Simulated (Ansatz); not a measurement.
The calculation's input:

```
basis:
  gaussian:
    orbitals: def2-TZVPD
crystal:
  periodic: [false, false, false]
  atoms:
    - symbol: Br
      position_ang: [0.748507, -3.666320, 0.843581]
    - symbol: O
      position_ang: [1.930140, -0.710743, 0.885214]
    - symbol: Si
      position_ang: [2.910734, -0.612718, -0.460471]
    - symbol: Si
      position_ang: [1.142821, -1.739729, 1.894090]
    - symbol: H
      position_ang: [3.219557, 0.826461, -0.680717]
    - symbol: H
      position_ang: [2.204791, -1.170732, -1.649095]
    - symbol: H
      position_ang: [4.175051, -1.371245, -0.228875]
    - symbol: H
      position_ang: [1.981558, -2.049613, 3.080934]
    - symbol: H
      position_ang: [-0.164592, -1.151419, 2.275630]
output: {forces: true, orbitals: {seedname: orbitals}}
total_charge: 0
hamiltonian:
  xc: {name: PBE0}
```

Launched as:

```sh
ansatz run input.yaml --threads 2 --pin off --max-ram 4350MiB --events-out events.jsonl --progress --plain --runs-dir runs
```

Geometry: PBE0-D3(BJ)/def2-SVP.

Computed with isolated molecule in a Gaussian basis; Kohn-Sham density functional theory, functional PBE0 in Ansatz 0.2.0.

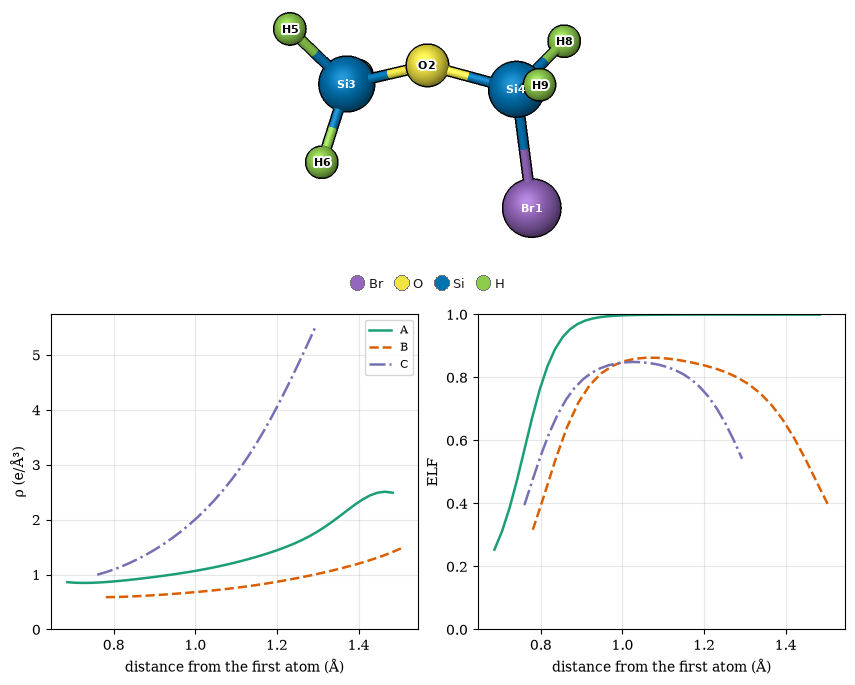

BrH₅OSi₂. Electron density and electron localisation function along straight lines between neighbouring atoms. The curves leave out the atomic cores. The structure is drawn too.

Which curve belongs to which contact (Si–Br, Si–H and Si–O)? The first atom named is at distance zero.

Curve A: Si–H (1.48 Å): the density is about 0.85 e/Å³ at the midpoint; the ELF climbs to about 1 towards the hydrogen, as it does in any bond to H. Curve B: Si–Br (2.23 Å): the density is about 0.77 e/Å³ at the midpoint; the ELF peaks at about 0.85 between the atoms; a polar covalent bond. Curve C: Si–O (1.64 Å): the density is about 1.2 e/Å³ at the midpoint; the ELF peaks at about 0.85 between the atoms: a polar covalent bond.
